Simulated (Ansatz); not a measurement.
# Si₂AsH₇: up Jacob's ladder to CCSD(T), part 1 of 2

How much do the methods differ for Si₂AsH₇? The plan is to run it at one geometry with functionals of several rungs and with coupled cluster, and see how far each lands from CCSD(T) at the basis-set limit for the atomisation energy.

Computed with Ansatz 0.2.0, Gaussian basis. Level: functionals in def2-TZVPP, the program's frozen cores in correlated methods.

Plan: LDA (SPW92), PBE-D4, revPBE-D4, BLYP-D4, r2SCAN-D4, B97M-V, PBE0-D4, B3LYP-D4, r2SCANh-D4, r2SCAN0-D4, HSE06-D4, BHLYP-D4, CAM-B3LYP-D4, LC-ωPBE, ωB97X-V, ωB97M-V, B2PLYP, PBE-QIDH; CCSD(T)/def2-SVP; CCSD(T)/def2-TZVPP; MP2/def2-QZVPP; extrapolation to the limit; RPA on PBE.

### Step 1. Structure used throughout

All runs share one geometry, relaxed beforehand with PBE0-D4 in a triple-zeta def2 set.

SMILES `[SiH3][AsH][SiH3]`, 10 atoms, charge 0, spin multiplicity 1.

Atoms are counted from 1 here; the program's logs count them from 0.

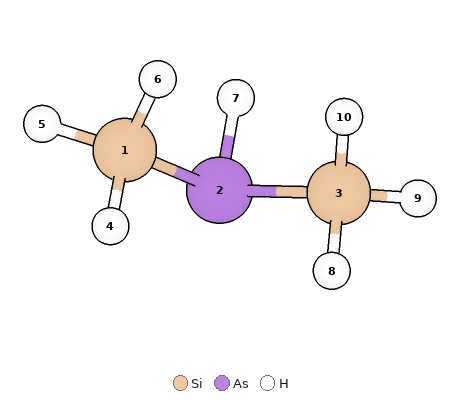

The structure; silicon light orange, arsenic purple, hydrogen white; atoms are numbered from 1 in the order of the file.

As a file:

```xyz
10
AsH7Si2
Si   -1.0599    0.8811   -1.0260
As    0.7614   -0.6163   -1.1368
Si    0.7539   -1.0082    1.1909
H    -2.2883    0.0780   -0.7913
H    -1.1845    1.5859   -2.3283
H    -0.9258    1.8873    0.0602
H     1.7863    0.5049   -1.0198
H    -0.4102   -1.8806    1.4957
H     2.0034   -1.7211    1.5635
H     0.6471    0.2379    1.9947
```

### Step 2. LDA

This LDA is Slater exchange with PW92 correlation.

in.yaml

```yaml
crystal:
  periodic: [false, false, false]
  atoms:
    - {symbol: Si, position_ang: [-1.059926, 0.881150, -1.025995]}
    - {symbol: As, position_ang: [0.761355, -0.616339, -1.136800]}
    - {symbol: Si, position_ang: [0.753854, -1.008186, 1.190902]}
    - {symbol: H, position_ang: [-2.288308, 0.077959, -0.791257]}
    - {symbol: H, position_ang: [-1.184501, 1.585921, -2.328338]}
    - {symbol: H, position_ang: [-0.925772, 1.887274, 0.060217]}
    - {symbol: H, position_ang: [1.786272, 0.504901, -1.019816]}
    - {symbol: H, position_ang: [-0.410206, -1.880602, 1.495736]}
    - {symbol: H, position_ang: [2.003357, -1.721072, 1.563528]}
    - {symbol: H, position_ang: [0.647076, 0.237894, 1.994723]}
basis:
  gaussian: {orbitals: def2-TZVPP}
hamiltonian: {xc: lda}
output: {orbitals: {seedname: orbitals}}
```

Command:

```
ansatz run in.yaml --threads 4 --pin off --events-out ev --progress --plain --max-ram 10444MiB
```

The log of the run (excerpt; [...] marks lines left out):

```text
Functional definition: SPW92
  name "SPW92"
  cite "Dirac, Proc. Camb. Phil. Soc. 26, 376 (1930) doi:10.1017/S0305004100016108"
  cite "Slater, Phys. Rev. 81, 385 (1951) doi:10.1103/PhysRev.81.385"
  cite "Perdew & Wang, Phys. Rev. B 45, 13244 (1992) doi:10.1103/PhysRevB.45.13244"
[...]
1362 factors; their error is unknown
[...]
mean field -76556.89203871 eV, -2813.4138902974 hartree, gradient 1.4e-5 eV, S^2 0.000000; 0 other end points of the search recorded, 0 dependent functions left out
reference -76556.89208350 eV, -2813.4138919433 hartree; 34, 34 occupied and 196, 196 virtual orbitals, 1362 factors
Total energy: -76556.89208350 eV, -2813.4138919433 hartree
```

It took 1.1 s on 4 threads of Arm Neoverse V2, shared host; peak memory 0.3 GiB.

With the free atoms at this level, -76525.332 eV in sum, the atomisation energy is 727.8 kcal/mol. HOMO -6.52 eV, LUMO -1.15 eV.

### Step 3. PBE-D4 (GGA)

in.yaml, as its differences from that of step 2:

```diff
@@ -15,3 +15,3 @@
   gaussian: {orbitals: def2-TZVPP}
-hamiltonian: {xc: lda}
-output: {orbitals: {seedname: orbitals}}
+hamiltonian: {xc: pbe, dispersion: d4}
+output: {forces: true, orbitals: {seedname: orbitals}}
```

Launched as before.

The log of the run (excerpt; [...] marks lines left out):

```text
Functional definition: PBE
  name "PBE"
  cite "Perdew, Burke & Ernzerhof, Phys. Rev. Lett. 77, 3865 (1996) doi:10.1103/PhysRevLett.77.3865"
  parent pbe
[...]
1362 factors; their error is unknown
[...]
mean field -76693.63350083 eV, -2818.4390463435 hartree, gradient 2.7e-5 eV, S^2 0.000000; 0 other end points of the search recorded, 0 dependent functions left out
[...]
Atom 6 at     1.786272     0.504901    -1.019816 Å, force     0.139592     0.168904     0.029619 eV/Å
Atom 7 at    -0.410206    -1.880602     1.495736 Å, force    -0.115148    -0.091014     0.032889 eV/Å
Atom 8 at     2.003357    -1.721072     1.563528 Å, force     0.128102    -0.080113     0.043614 eV/Å
Atom 9 at     0.647076     0.237894     1.994723 Å, force    -0.012296     0.118697     0.100942 eV/Å
Dipole moment:     0.020460     0.055566     0.030603 e Å
```

It took 2 s on 4 threads of Arm Neoverse V2, shared host; peak memory 0.31 GiB.

Atomisation energy: 649.4 kcal/mol (free atoms -76665.723 eV, run apart). HOMO -6.41 eV, LUMO -0.90 eV.

### Step 4. revPBE-D4 (GGA)

in.yaml, as its differences from that of step 3:

```diff
@@ -15,3 +15,3 @@
   gaussian: {orbitals: def2-TZVPP}
-hamiltonian: {xc: pbe, dispersion: d4}
-output: {forces: true, orbitals: {seedname: orbitals}}
+hamiltonian: {xc: {name: revPBE}, dispersion: d4}
+output: {orbitals: {seedname: orbitals}}
```

Launched as before.

The log of the run (excerpt; [...] marks lines left out):

```text
Functional definition: revPBE
  name "revPBE"
  cite "Zhang & Yang, Phys. Rev. Lett. 80, 890 (1998) doi:10.1103/PhysRevLett.80.890"
  cite "Perdew, Burke & Ernzerhof, Phys. Rev. Lett. 77, 3865 (1996) doi:10.1103/PhysRevLett.77.3865"
[...]
1362 factors; their error is unknown
[...]
mean field -76703.24017380 eV, -2818.7920850636 hartree, gradient 4.5e-5 eV, S^2 0.000000; 0 other end points of the search recorded, 0 dependent functions left out
reference -76703.24023358 eV, -2818.7920872606 hartree; 34, 34 occupied and 196, 196 virtual orbitals, 1362 factors
Total energy: -76703.88428189 eV, -2818.8157555992 hartree
```

Wall time 1.7 s (4 threads of Arm Neoverse V2, shared host); peak memory 0.31 GiB.

Atomisation energy: 641.6 kcal/mol (free atoms -76676.064 eV, run apart). HOMO -6.37 eV, LUMO -0.80 eV.

### Step 5. BLYP-D4 (GGA)

in.yaml, as its differences from that of step 4:

```diff
@@ -15,3 +15,3 @@
   gaussian: {orbitals: def2-TZVPP}
-hamiltonian: {xc: {name: revPBE}, dispersion: d4}
+hamiltonian: {xc: {name: BLYP}, dispersion: d4}
 output: {orbitals: {seedname: orbitals}}
```

Same command.

The log of the run (excerpt; [...] marks lines left out):

```text
Functional definition: BLYP
  name "BLYP"
  cite "Becke, Phys. Rev. A 38, 3098 (1988) doi:10.1103/PhysRevA.38.3098"
  cite "Lee, Yang & Parr, Phys. Rev. B 37, 785 (1988) doi:10.1103/PhysRevB.37.785"
[...]
1362 factors; their error is unknown
[...]
mean field -76712.01678424 eV, -2819.1146195481 hartree, gradient 3.8e-5 eV, S^2 0.000000; 0 other end points of the search recorded, 0 dependent functions left out
reference -76712.01718527 eV, -2819.1146342860 hartree; 34, 34 occupied and 196, 196 virtual orbitals, 1362 factors
Total energy: -76712.54910004 eV, -2819.1341817931 hartree
```

Wall time 1.6 s (4 threads of Arm Neoverse V2, shared host); peak memory 0.3 GiB.

With the free atoms at this level, -76684.253 eV in sum, the atomisation energy is 652.5 kcal/mol. HOMO -6.25 eV, LUMO -0.76 eV.

### Step 6. r2SCAN-D4 (meta-GGA)

in.yaml, as its differences from that of step 5:

```diff
@@ -15,3 +15,3 @@
   gaussian: {orbitals: def2-TZVPP}
-hamiltonian: {xc: {name: BLYP}, dispersion: d4}
-output: {orbitals: {seedname: orbitals}}
+hamiltonian: {xc: r2scan, dispersion: d4}
+output: {forces: true, orbitals: {seedname: orbitals}}
```

Launched as before.

The log of the run (excerpt; [...] marks lines left out):

```text
Functional definition: r2SCAN
  name "r2SCAN"
  cite "Furness, Kaplan, Ning, Perdew & Sun, J. Phys. Chem. Lett. 11, 8208 (2020) doi:10.1021/acs.jpclett.0c02405"
  cite "Furness, Kaplan, Ning, Perdew & Sun, J. Phys. Chem. Lett. 11, 9248 (2020) doi:10.1021/acs.jpclett.0c03077"
  parent r2scan
[...]
1362 factors; their error is unknown
[...]
Atom 6 at     1.786272     0.504901    -1.019816 Å, force    -0.017014    -0.016082     0.000093 eV/Å
Atom 7 at    -0.410206    -1.880602     1.495736 Å, force     0.025813     0.019053    -0.002633 eV/Å
Atom 8 at     2.003357    -1.721072     1.563528 Å, force    -0.027382     0.012499    -0.001044 eV/Å
Atom 9 at     0.647076     0.237894     1.994723 Å, force     0.003281    -0.031733    -0.004241 eV/Å
Dipole moment:     0.012685     0.071193     0.050266 e Å
```

It took 4 s on 4 threads of Arm Neoverse V2, shared host; peak memory 0.33 GiB.

With the free atoms at this level, -76681.181 eV in sum, the atomisation energy is 657.5 kcal/mol. HOMO -6.66 eV, LUMO -0.57 eV.

### Step 7. B97M-V (meta-GGA)

in.yaml, as its differences from that of step 6:

```diff
@@ -15,3 +15,3 @@
   gaussian: {orbitals: def2-TZVPP}
-hamiltonian: {xc: r2scan, dispersion: d4}
-output: {forces: true, orbitals: {seedname: orbitals}}
+hamiltonian: {xc: {name: B97M-V}}
+output: {orbitals: {seedname: orbitals}}
```

The command is unchanged.

The log of the run (excerpt; [...] marks lines left out):

```text
Functional definition: B97M-V
  name "B97M-V"
  cite "Mardirossian & Head-Gordon, J. Chem. Phys. 142, 074111 (2015) doi:10.1063/1.4907719"
  cite "Becke, J. Chem. Phys. 107, 8554 (1997) doi:10.1063/1.475007"
  cite "Vydrov & Van Voorhis, J. Chem. Phys. 133, 244103 (2010) doi:10.1063/1.3521275"
  # Of w^i u^j: cxij and so on, Table III.
[...]
  gx(w, u) = cx00 + cx01*u + cx02*u^2 + (cx10 + cx11*u)*w
[...]
  gos(w, u) = cos00 + cos01*u + cos03*u^3 + cos10*w + cos32*w^3*u^2
[...]
      + integral(e_c_pw_mod_opposite_spin*gos(b97_w_opposite, b97_u_opposite)) + vv10(b, c)
1362 factors; their error is unknown
[...]
mean field -76696.14378067 eV, -2818.5312974262 hartree, gradient 3.8e-5 eV, S^2 0.000000; 0 other end points of the search recorded, 0 dependent functions left out
reference -76696.14385185 eV, -2818.5313000420 hartree; 34, 34 occupied and 196, 196 virtual orbitals, 1362 factors
Total energy: -76696.14385185 eV, -2818.5313000420 hartree
```

Run time: 7 s. Hardware: 4 threads of Arm Neoverse V2, shared host; peak memory 0.39 GiB.

With the free atoms at this level, -76667.394 eV in sum, the atomisation energy is 663.0 kcal/mol. HOMO -6.76 eV, LUMO -0.72 eV.

### Step 8. PBE0-D4 (hybrid)

in.yaml, as its differences from that of step 7:

```diff
@@ -15,3 +15,3 @@
   gaussian: {orbitals: def2-TZVPP}
-hamiltonian: {xc: {name: B97M-V}}
+hamiltonian: {xc: pbe0, dispersion: d4}
 output: {orbitals: {seedname: orbitals}}
```

The command is unchanged.

The log of the run (excerpt; [...] marks lines left out):

```text
Functional definition: PBE0
  name "PBE0"
  cite "Adamo & Barone, J. Chem. Phys. 110, 6158 (1999) doi:10.1063/1.478522"
  cite "Perdew, Burke & Ernzerhof, Phys. Rev. Lett. 77, 3865 (1996) doi:10.1103/PhysRevLett.77.3865"
  parent pbe
[...]
1418 factors; their error is unknown
[...]
mean field -76697.20804149 eV, -2818.5704082900 hartree, gradient 2.1e-5 eV, S^2 0.000000; 0 other end points of the search recorded, 0 dependent functions left out
reference -76697.20807770 eV, -2818.5704096207 hartree; 34, 34 occupied and 196, 196 virtual orbitals, 1418 factors
Total energy: -76697.42087099 eV, -2818.5782296297 hartree
```

Run time: 2.7 s. Hardware: 4 threads of Arm Neoverse V2, shared host; peak memory 0.62 GiB.

With the free atoms at this level, -76669.312 eV in sum, the atomisation energy is 648.2 kcal/mol. HOMO -7.43 eV, LUMO -0.09 eV.

### Step 9. B3LYP-D4 (hybrid)

B3LYP here takes the VWN-RPA correlation.

in.yaml, as its differences from that of step 8:

```diff
@@ -15,3 +15,3 @@
   gaussian: {orbitals: def2-TZVPP}
-hamiltonian: {xc: pbe0, dispersion: d4}
-output: {orbitals: {seedname: orbitals}}
+hamiltonian: {xc: {name: B3LYP}, dispersion: d4}
+output: {forces: true, orbitals: {seedname: orbitals}}
```

Launched as before.

The log of the run (excerpt; [...] marks lines left out):

```text
Functional definition: B3LYP
  name "B3LYP"
  cite "Stephens, Devlin, Chabalowski & Frisch, J. Phys. Chem. 98, 11623 (1994) doi:10.1021/j100096a001"
  cite "Becke, Phys. Rev. A 38, 3098 (1988) doi:10.1103/PhysRevA.38.3098"
  cite "Lee, Yang & Parr, Phys. Rev. B 37, 785 (1988) doi:10.1103/PhysRevB.37.785"
  cite "Vosko, Wilk & Nusair, Can. J. Phys. 58, 1200 (1980) doi:10.1139/p80-159"
[...]
1411 factors; their error is unknown
[...]
Atom 6 at     1.786272     0.504901    -1.019816 Å, force     0.037949     0.018475    -0.015420 eV/Å
Atom 7 at    -0.410206    -1.880602     1.495736 Å, force     0.072855     0.055412    -0.010699 eV/Å
Atom 8 at     2.003357    -1.721072     1.563528 Å, force    -0.079719     0.043261    -0.012581 eV/Å
Atom 9 at     0.647076     0.237894     1.994723 Å, force     0.005969    -0.088828    -0.046790 eV/Å
Dipole moment:     0.014535     0.056559     0.036263 e Å
```

Run time: 3.6 s. Hardware: 4 threads of Arm Neoverse V2, shared host; peak memory 0.67 GiB.

Atomisation energy: 660.3 kcal/mol (free atoms -76685.713 eV, run apart). HOMO -7.22 eV, LUMO -0.28 eV.

### Step 10. r2SCANh-D4 (hybrid)

in.yaml, as its differences from that of step 9:

```diff
@@ -15,3 +15,3 @@
   gaussian: {orbitals: def2-TZVPP}
-hamiltonian: {xc: {name: B3LYP}, dispersion: d4}
-output: {forces: true, orbitals: {seedname: orbitals}}
+hamiltonian: {xc: {name: r2SCANh}, dispersion: d4}
+output: {orbitals: {seedname: orbitals}}
```

Same command.

The log of the run (excerpt; [...] marks lines left out):

```text
Functional definition: r2SCANh
  name "r2SCANh"
  cite "Bursch, Neugebauer, Ehlert & Grimme, J. Chem. Phys. 156, 134105 (2022) doi:10.1063/5.0086040"
  cite "Furness, Kaplan, Ning, Perdew & Sun, J. Phys. Chem. Lett. 11, 8208 (2020) doi:10.1021/acs.jpclett.0c02405"
  cite "Furness, Kaplan, Ning, Perdew & Sun, J. Phys. Chem. Lett. 11, 9248 (2020) doi:10.1021/acs.jpclett.0c03077"
  parent r2scan
[...]
1374 factors; their error is unknown
[...]
mean field -76709.41447885 eV, -2819.0189865892 hartree, gradient 1.7e-5 eV, S^2 0.000000; 0 other end points of the search recorded, 0 dependent functions left out
reference -76709.41449211 eV, -2819.0189870763 hartree; 34, 34 occupied and 196, 196 virtual orbitals, 1374 factors
Total energy: -76709.47753445 eV, -2819.0213038396 hartree
```

It took 4.4 s on 4 threads of Arm Neoverse V2, shared host; peak memory 0.64 GiB.

Atomisation energy: 655.7 kcal/mol (free atoms -76681.042 eV, run apart). HOMO -7.03 eV, LUMO -0.29 eV.

### Step 11. r2SCAN0-D4 (hybrid)

in.yaml, as its differences from that of step 10:

```diff
@@ -15,3 +15,3 @@
   gaussian: {orbitals: def2-TZVPP}
-hamiltonian: {xc: {name: r2SCANh}, dispersion: d4}
+hamiltonian: {xc: {name: r2SCAN0}, dispersion: d4}
 output: {orbitals: {seedname: orbitals}}
```

The command is unchanged.

The log of the run (excerpt; [...] marks lines left out):

```text
Functional definition: r2SCAN0
  name "r2SCAN0"
  cite "Bursch, Neugebauer, Ehlert & Grimme, J. Chem. Phys. 156, 134105 (2022) doi:10.1063/5.0086040"
  cite "Furness, Kaplan, Ning, Perdew & Sun, J. Phys. Chem. Lett. 11, 8208 (2020) doi:10.1021/acs.jpclett.0c02405"
  cite "Furness, Kaplan, Ning, Perdew & Sun, J. Phys. Chem. Lett. 11, 9248 (2020) doi:10.1021/acs.jpclett.0c03077"
  parent r2scan
[...]
1418 factors; their error is unknown
[...]
mean field -76709.11563109 eV, -2819.0080041366 hartree, gradient 1.5e-5 eV, S^2 0.000000; 0 other end points of the search recorded, 0 dependent functions left out
reference -76709.11564260 eV, -2819.0080045595 hartree; 34, 34 occupied and 196, 196 virtual orbitals, 1418 factors
Total energy: -76709.18608080 eV, -2819.0105931156 hartree
```

Run time: 4.5 s. Hardware: 4 threads of Arm Neoverse V2, shared host; peak memory 0.64 GiB.

Atomisation energy: 653.4 kcal/mol (free atoms -76680.852 eV, run apart). HOMO -7.59 eV, LUMO 0.11 eV.

### Step 12. HSE06-D4 (hybrid)

HSE06 is the plane-wave form, built on full-range PBE exchange.

in.yaml, as its differences from that of step 11:

```diff
@@ -15,3 +15,3 @@
   gaussian: {orbitals: def2-TZVPP}
-hamiltonian: {xc: {name: r2SCAN0}, dispersion: d4}
+hamiltonian: {xc: hse06, dispersion: d4}
 output: {orbitals: {seedname: orbitals}}
```

Launched as before.

The log of the run (excerpt; [...] marks lines left out):

```text
Functional definition: HSE06
  name "HSE06"
  cite "Heyd, Scuseria & Ernzerhof, J. Chem. Phys. 118, 8207 (2003) doi:10.1063/1.1564060"
  cite "Krukau, Vydrov, Izmaylov & Scuseria, J. Chem. Phys. 125, 224106 (2006) doi:10.1063/1.2404663"
  cite "Heyd & Scuseria, J. Chem. Phys. 120, 7274 (2004) doi:10.1063/1.1668634"
  cite "Ernzerhof & Perdew, J. Chem. Phys. 109, 3313 (1998) doi:10.1063/1.476928"
[...]
1418 factors; their error is unknown
123 factors; integrals over basis functions are off by at most 1.0e-6 eV
[...]
mean field -76696.86958549 eV, -2818.5579702615 hartree, gradient 3.5e-5 eV, S^2 0.000000; 0 other end points of the search recorded, 0 dependent functions left out
reference -76696.86963373 eV, -2818.5579720341 hartree; 34, 34 occupied and 196, 196 virtual orbitals, 1418 factors
Total energy: -76697.07092096 eV, -2818.5653692035 hartree
```

It took 2.9 s on 4 threads of Arm Neoverse V2, shared host; peak memory 0.65 GiB.

Atomisation energy: 648.0 kcal/mol (free atoms -76668.969 eV, run apart). HOMO -7.04 eV, LUMO -0.46 eV.

### Step 13. BHLYP-D4 (hybrid)

in.yaml, as its differences from that of step 12:

```diff
@@ -15,3 +15,3 @@
   gaussian: {orbitals: def2-TZVPP}
-hamiltonian: {xc: hse06, dispersion: d4}
+hamiltonian: {xc: {name: BHLYP}, dispersion: d4}
 output: {orbitals: {seedname: orbitals}}
```

Launched as before.

The log of the run (excerpt; [...] marks lines left out):

```text
Functional definition: BHLYP
  name "BHLYP"
  cite "Becke, J. Chem. Phys. 98, 1372 (1993) doi:10.1063/1.464304"
  cite "Becke, Phys. Rev. A 38, 3098 (1988) doi:10.1103/PhysRevA.38.3098"
  cite "Lee, Yang & Parr, Phys. Rev. B 37, 785 (1988) doi:10.1103/PhysRevB.37.785"
[...]
1491 factors; their error is unknown
[...]
mean field -76710.88322414 eV, -2819.0729619828 hartree, gradient 4.5e-5 eV, S^2 0.000000; 0 other end points of the search recorded, 0 dependent functions left out
reference -76710.88342775 eV, -2819.0729694656 hartree; 34, 34 occupied and 196, 196 virtual orbitals, 1491 factors
Total energy: -76711.23805744 eV, -2819.0860018662 hartree
```

It took 2.5 s on 4 threads of Arm Neoverse V2, shared host; peak memory 0.64 GiB.

Atomisation energy: 654.1 kcal/mol (free atoms -76682.875 eV, run apart). HOMO -8.30 eV, LUMO 0.76 eV.

### Step 14. CAM-B3LYP-D4 (range-separated)

in.yaml, as its differences from that of step 13:

```diff
@@ -15,3 +15,3 @@
   gaussian: {orbitals: def2-TZVPP}
-hamiltonian: {xc: {name: BHLYP}, dispersion: d4}
+hamiltonian: {xc: {name: CAM-B3LYP}, dispersion: d4}
 output: {orbitals: {seedname: orbitals}}
```

The command is unchanged.

The log of the run (excerpt; [...] marks lines left out):

```text
Functional definition: CAM-B3LYP
  name "CAM-B3LYP"
  cite "Yanai, Tew & Handy, Chem. Phys. Lett. 393, 51 (2004) doi:10.1016/j.cplett.2004.06.011"
  cite "Iikura, Tsuneda, Yanai & Hirao, J. Chem. Phys. 115, 3540 (2001) doi:10.1063/1.1383587"
  cite "Becke, Phys. Rev. A 38, 3098 (1988) doi:10.1103/PhysRevA.38.3098"
  cite "Lee, Yang & Parr, Phys. Rev. B 37, 785 (1988) doi:10.1103/PhysRevB.37.785"
[...]
1404 factors; their error is unknown
341 factors; integrals over basis functions are off by at most 1.3e-5 eV
[...]
mean field -76714.86621556 eV, -2819.2193342178 hartree, gradient 2.7e-5 eV, S^2 0.000000; 0 other end points of the search recorded, 0 dependent functions left out
reference -76714.86636151 eV, -2819.2193395815 hartree; 34, 34 occupied and 196, 196 virtual orbitals, 1404 factors
Total energy: -76715.08702319 eV, -2819.2274487487 hartree
```

Wall time 2.8 s (4 threads of Arm Neoverse V2, shared host); peak memory 0.7 GiB.

Atomisation energy: 659.9 kcal/mol (free atoms -76686.470 eV, run apart). HOMO -8.62 eV, LUMO 0.87 eV.

### Step 15. LC-ωPBE (range-separated)

in.yaml, as its differences from that of step 14:

```diff
@@ -15,3 +15,3 @@
   gaussian: {orbitals: def2-TZVPP}
-hamiltonian: {xc: {name: CAM-B3LYP}, dispersion: d4}
+hamiltonian: {xc: {name: LC-wPBE}}
 output: {orbitals: {seedname: orbitals}}
```

Launched as before.

The log of the run (excerpt; [...] marks lines left out):

```text
Functional definition: LC-wPBE
  name "LC-wPBE"
  cite "Vydrov & Scuseria, J. Chem. Phys. 125, 234109 (2006) doi:10.1063/1.2409292"
  cite "Heyd & Scuseria, J. Chem. Phys. 120, 7274 (2004) doi:10.1063/1.1668634"
  cite "Ernzerhof & Perdew, J. Chem. Phys. 109, 3313 (1998) doi:10.1063/1.476928"
  cite "Perdew, Burke & Ernzerhof, Phys. Rev. Lett. 77, 3865 (1996) doi:10.1103/PhysRevLett.77.3865"
  parent pbe
[...]
1362 factors; their error is unknown
449 factors; integrals over basis functions are off by at most 2.6e-5 eV
[...]
mean field -76698.32912404 eV, -2818.6116073138 hartree, gradient 1.7e-5 eV, S^2 0.000000; 0 other end points of the search recorded, 0 dependent functions left out
reference -76698.32912405 eV, -2818.6116073141 hartree; 34, 34 occupied and 196, 196 virtual orbitals, 1362 factors
Total energy: -76698.32912405 eV, -2818.6116073141 hartree
```

It took 1.9 s on 4 threads of Arm Neoverse V2, shared host; peak memory 0.43 GiB.

Atomisation energy: 642.7 kcal/mol (free atoms -76670.457 eV, run apart). HOMO -9.90 eV, LUMO 1.97 eV.

(Continued in part 2 of 2.)
